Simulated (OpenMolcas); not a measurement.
# Energy and gradient calculation of CH5Ge (part 4 of 4)

Continued. System: CH5Ge, multiplicity 2. Method: B3LYP/6-31G*, UKS (OpenMolcas 26.06). The geometry comes from this level: PBE0-D4/def2-TZVP.

Geometry of the input (Å):
```
C  -0.2476  -0.8093  -0.2064
Ge 0.3960  0.8248  0.6630
H  -1.1532  -1.1664  0.2838
H  0.5131  -1.5881  -0.1570
H  -0.4732  -0.6034  -1.2556
H  -0.6731  1.9408  0.6212
H  1.6992  1.3337  0.0053
```

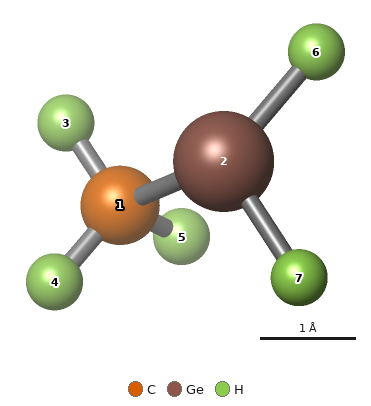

**Figure 1.** The structure as given in the input (ball-and-stick view, seen at a tilt; atoms are numbered from 1 in the order of the input). Sticks mark near contacts.

## Output, continued
```
      Charge (e):
                      =   -0.0000
      Dipole Moment (debye):
      Origin of the operator (angstrom)=    0.2882    0.5626    0.5060
                   X= -3.1539E-01               Y= -7.2333E-01               Z= -5.0067E-01           Total=  9.3453E-01
      Quadrupole Moment (debye*angstrom):
      Origin of the operator (angstrom)=    0.2882    0.5626    0.5060
                  XX= -2.6084E+01              XY=  1.8427E-01              XZ=  8.3545E-03              YY= -2.5759E+01
                  YZ=  3.4155E-01              ZZ= -2.6438E+01
      In traceless form (debye*angstrom)
                  XX=  1.5246E-02              XY=  2.7641E-01              XZ=  1.2532E-02              YY=  5.0160E-01
                  YZ=  5.1232E-01              ZZ= -5.1684E-01
--

--- Stop Module: scf /rc=_RC_ALL_IS_WELL_ ---
--- Module scf spent 19 seconds ---

--- Start Module: alaska ---

                                              &ALASKA

                       available to each process: 1.9 GB of memory, 1 thread

                     Threshold for contributions to the gradient: 1.000E-07

                    ********************************************
                    * Symmetry Adapted Cartesian Displacements *
                    ********************************************

           Irreducible representation : a
           Basis function(s) of irrep: x, y, xy, Rz, z, xz, Ry, yz, Rx, I

 Basis Label        Type   Center Phase
   1   C1           x         1     1
   2   C1           y         1     1
   3   C1           z         1     1
   4   GE2          x         2     1
   5   GE2          y         2     1
   6   GE2          z         2     1
   7   H3           x         3     1
   8   H3           y         3     1
   9   H3           z         3     1
  10   H4           x         4     1
  11   H4           y         4     1
  12   H4           z         4     1
  13   H5           x         5     1
  14   H5           y         5     1
  15   H5           z         5     1
  16   H6           x         6     1
  17   H6           y         6     1
  18   H6           z         6     1
  19   H7           x         7     1
  20   H7           y         7     1
  21   H7           z         7     1

                     No automatic utilization of translational and rotational invariance of the energy is employed.

 DFT contribution computed for a moving grid.

 Conventional ERI gradients!

 **************************************************
 *              Molecular gradients               *
 **************************************************

  Irreducible representation: a
 ------------------------------------------------------------------------------------------
                              X                       Y                       Z
 ------------------------------------------------------------------------------------------
  C1                1.63235759694036E-03    3.61502327003471E-03    2.34510052522552E-03
  GE2              -1.70209479976080E-03   -8.30158142681725E-04   -5.76234287222377E-03
  H3                1.62761000256406E-03    7.62553945232947E-04   -9.20584088102805E-04
  H4               -1.39365951315096E-03    1.56660886650384E-03   -1.49579773892183E-04
  H5                4.11114457124828E-04   -3.61629677551364E-04    1.94434241110031E-03
  H6                2.40074272457580E-03   -3.04999619011515E-03    5.68548003115371E-04
  H7               -2.97607046829373E-03   -1.70240207139782E-03    1.97451579479235E-03
 ------------------------------------------------------------------------------------------

--- Stop Module: alaska /rc=_RC_ALL_IS_WELL_ ---
--- Module alaska spent 7 seconds ---

.##################.
.# Happy landing! #.
.##################.

    Timing: Wall=29.66 User=27.42 System=2.21
```

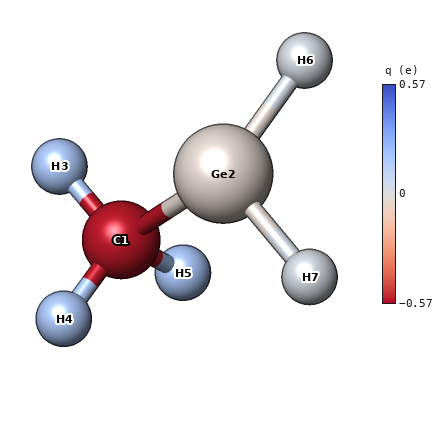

**Figure 2.** Mulliken charges, as the colour of each atom (ball-and-stick view, seen at a tilt; atoms are numbered from 1 in the order of the input). By element: C −0.55, Ge −0.03 and H +0.03 to +0.18 e.

## Results in brief

```csv
quantity,value
outcome,converged
total energy,−2117.829803 hartree
basis functions,56
largest force,0.312 eV/Å
⟨S²⟩,0.751
dipole moment,0.93 debye
hardware,"1 thread of Intel Xeon @ 2.50GHz (Skylake/Cascade Lake), 96 GiB of memory available, shared host"
wall time,30 s
peak memory,0.39 GiB
```
